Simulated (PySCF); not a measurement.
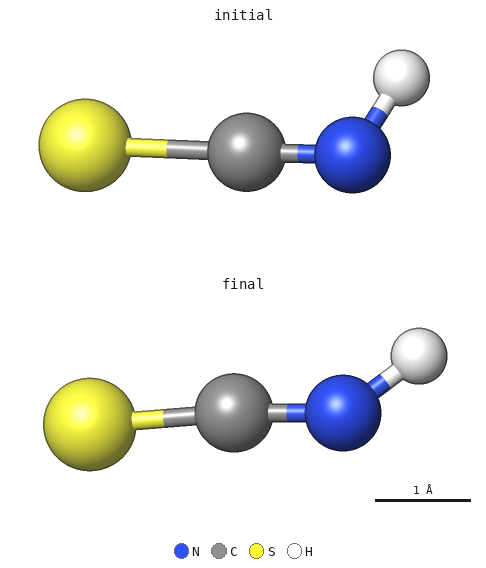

The structure of CHNS before (top) and after (bottom) a relaxation, at one scale.

A ball-and-stick model, seen at a tilt.

The start comes from MMFF94s.

All numbers below come from PySCF 2.14.0, density-fitted response routines, PBE0-D3(BJ)/def2-SVP geometry optimisation, gas phase. 

Q: Describe what moved and what it gained.

A: The energy falls by 1.073 eV in 7 geometry steps. Largest force component: 9.5 eV/Å at the start, 0.0021 eV/Å at the end. The atom that moves furthest after the best rigid fit is the H atom (0.24 Å). Largest moves by element: H 0.24 Å, C 0.19 Å, N 0.18 Å, S 0.14 Å. Among the contacts that change: C–S 1.793 → 1.571 Å, C–N 1.171 → 1.201 Å, H–N 1.025 → 1.008 Å. Bond angles that change, for instance: C–N–H 110.6° → 135.9°, N–C–S 179.0° → 174.7°. The run took about 10 core-seconds on a shared host.
